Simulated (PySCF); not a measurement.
# One shape, several levels: C3H4O (cyclopropanone)

Aim: a comparison of 4 runs (MP2/cc-pV(D+d)Z, MP2/cc-pVDZ, MP2/cc-pV(T+d)Z, MP2/cc-pVTZ) of C3H4O (cyclopropanone). Input form: a Python script.

The calculation is run with PySCF 2.14.0.

### Step 1. The molecule

The species is C3H4O (8 atoms), meant as a singlet with charge 0. SMILES: `O=C1CC1`. The shape is that of a PBE0-D4/def2-TZVP optimisation.

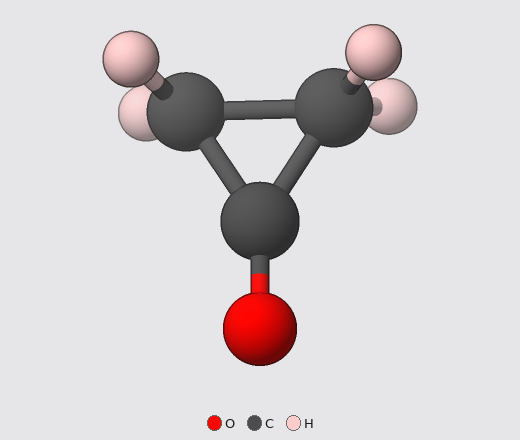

Viewed from a chosen angle; oxygen red, carbon dark grey, hydrogen pink.

### Step 2. The energy at MP2/cc-pV(D+d)Z (run 1)

Input file calc.py:

```python
from pyscf import gto, scf, mp

mol = gto.M(
    atom=[
    ('O', (-1.866360, 0.508710, 0.864370)),
    ('C', (-0.817550, 0.222830, 0.378650)),
    ('C', (0.531030, 0.648400, 0.010540)),
    ('C', (0.011210, -0.796200, -0.261680)),
    ('H', (0.656030, 1.307070, -0.842670)),
    ('H', (1.269970, 0.777560, 0.794590)),
    ('H', (-0.199200, -1.069440, -1.290510)),
    ('H', (0.414850, -1.598930, 0.346710)),
],
    max_memory=1860,
    verbose=4,
    basis='cc-pv(d+d)z',
)

myscf = scf.RHF(mol)
myscf.conv_tol = 1e-10
myscf.kernel()
if not myscf.converged:
    myscf = myscf.newton().run(myscf.mo_coeff, myscf.mo_occ)

pt = mp.MP2(myscf, frozen=4).run()
energy = pt.e_tot
print('E = %.10f Eh' % energy)
```

On the command line:

```console
$ OMP_NUM_THREADS=1 python calc.py
```

The program printed:

```text
PySCF version 2.14.0

[... 66 lines left out ...]
converged SCF energy = -190.740816847456
[... 1 line left out ...]
******** <class 'pyscf.mp.mp2.RMP2'> ********
nocc = 11, nmo = 72
frozen orbitals 4
E(RMP2) = -191.32064917394  E_corr = -0.579832326484098
E(SCS-RMP2) = -191.308108297125  E_corr = -0.567291449669073
E_corr(same-spin) = -0.148277702436743
E_corr(oppo-spin) = -0.431554624047355
E = -191.3206491739 Eh
```

It took 1.4 s on 1 thread of Arm Neoverse V2, shared host; peak memory 0.17 GiB.

### Step 3. A single-point energy at MP2/cc-pVDZ (run 2)

Input file job.py:

```python
from pyscf import gto, scf, mp

mol = gto.M(
    atom='''
O     -3.526909     0.961323     1.633423
C     -1.544946     0.421088     0.715545
C      1.003501     1.225298     0.019918
C      0.021184    -1.504600    -0.494504
H      1.239717     2.470004    -1.592416
H      2.399895     1.469375     1.501557
H     -0.376433    -2.020949    -2.438710
H      0.783953    -3.021540     0.655187
''',
    charge=0,
    unit='bohr',
    verbose=3,
    basis='cc-pvdz',
    spin=0,
    max_memory=1860,
)

mf = scf.RHF(mol)
mf.conv_tol = 1e-10
mf.kernel()
if not mf.converged:
    mf = mf.newton().run(mf.mo_coeff, mf.mo_occ)

pt = mp.MP2(mf, frozen=4).run()
etot = pt.e_tot
print('Final energy', etot)
```

On the command line:

```console
$ OMP_NUM_THREADS=1 python job.py
```

The program printed:

```text
converged SCF energy = -190.740816859894
E(RMP2) = -191.320649162311  E_corr = -0.579832302417086
E(SCS-RMP2) = -191.30810828676  E_corr = -0.567291426866329
Final energy -191.32064916231113
```

Run time: 1.3 s. Hardware: 1 thread of Arm Neoverse V2, shared host; peak memory 0.16 GiB.

### Step 4. A single-point energy at MP2/cc-pV(T+d)Z (run 3)

Input file input.py:

```python
from pyscf import gto, mp

molecule = gto.M(
    atom='''
O     -3.526909     0.961323     1.633423
C     -1.544946     0.421088     0.715545
C      1.003501     1.225298     0.019918
C      0.021184    -1.504600    -0.494504
H      1.239717     2.470004    -1.592416
H      2.399895     1.469375     1.501557
H     -0.376433    -2.020949    -2.438710
H      0.783953    -3.021540     0.655187
''',
    verbose=4,
    max_memory=1860,
    basis='cc-pv(t+d)z',
    unit='bohr',
    spin=0,
)

mf = molecule.RHF()
mf.conv_tol = 1e-10
mf.kernel()
if not mf.converged:
    mf = mf.newton().run(mf.mo_coeff, mf.mo_occ)

pt = mp.MP2(mf, frozen=4).run()
etot = pt.e_tot
print('Final energy', etot)
```

On the command line:

```console
$ OMP_NUM_THREADS=1 python input.py
```

The program printed:

```text
PySCF version 2.14.0

[... 66 lines left out ...]
converged SCF energy = -190.795337240563
[... 1 line left out ...]
******** <class 'pyscf.mp.mp2.RMP2'> ********
nocc = 11, nmo = 172
frozen orbitals 4
E(RMP2) = -191.510673088117  E_corr = -0.7153358475542
E(SCS-RMP2) = -191.501596577872  E_corr = -0.706259337309395
E_corr(same-spin) = -0.175550399718052
E_corr(oppo-spin) = -0.539785447836148
Final energy -191.51067308811722
```

Run time: 15 s. Hardware: 1 thread of Arm Neoverse V2, shared host; peak memory 1.3 GiB.

### Step 5. A single-point energy at MP2/cc-pVTZ (run 4)

Input file start.xyz:

```xyz
8
C3H4O
O     -1.866360     0.508710     0.864370
C     -0.817550     0.222830     0.378650
C      0.531030     0.648400     0.010540
C      0.011210    -0.796200    -0.261680
H      0.656030     1.307070    -0.842670
H      1.269970     0.777560     0.794590
H     -0.199200    -1.069440    -1.290510
H      0.414850    -1.598930     0.346710
```

Input file input.py:

```python
from pyscf import gto, scf, mp

mol = gto.M(
    atom='start.xyz',
    basis='cc-pvtz',
    verbose=3,
    max_memory=1860,
)

mf = scf.RHF(mol)
mf.conv_tol = 1e-10
mf.kernel()
if not mf.converged:
    mf = mf.newton().run(mf.mo_coeff, mf.mo_occ)

pt = mp.MP2(mf, frozen=4).run()
energy = pt.e_tot
print('Final energy', energy)
```

On the command line:

```console
$ OMP_NUM_THREADS=1 python input.py
```

The program printed:

```text
converged SCF energy = -190.795337223256
E(RMP2) = -191.510673094284  E_corr = -0.715335871027819
E(SCS-RMP2) = -191.501596582573  E_corr = -0.706259359316923
Final energy -191.51067309428402
```

It took 14 s on 1 thread of Arm Neoverse V2, shared host; peak memory 1.2 GiB.

### Step 6. Overview of the runs

```csv
run,level,energy (Eh),dipole moment (D) of the reference,HOMO energy (eV),LUMO energy (eV),wall time
1,MP2/cc-pV(D+d)Z,-191.320649,3.10,-10.45,3.60,1.4 s
2,MP2/cc-pVDZ,-191.320649,3.10,-10.45,3.60,1.3 s
3,MP2/cc-pV(T+d)Z,-191.510673,3.30,-10.56,3.30,15 s
4,MP2/cc-pVTZ,-191.510673,3.30,-10.56,3.30,14 s
```

### Step 7. Results

| quantity | value |
| --- | --- |
| run 4: total energy | -191.51067 Eh |
| run 4: dipole moment (Hartree–Fock density) | 3.30 D |
| run 4: HOMO energy (Hartree–Fock orbitals) | -10.56 eV |
| run 4: LUMO energy (Hartree–Fock orbitals) | 3.30 eV |
| run 4: HOMO–LUMO gap (Hartree–Fock orbitals) | 13.86 eV |
| run 4: correlation energy (4 core orbitals frozen) | -715.3 mEh |

Over the runs the total energy spans 5.171 eV. All runs together took 32 s, the longest 15 s.
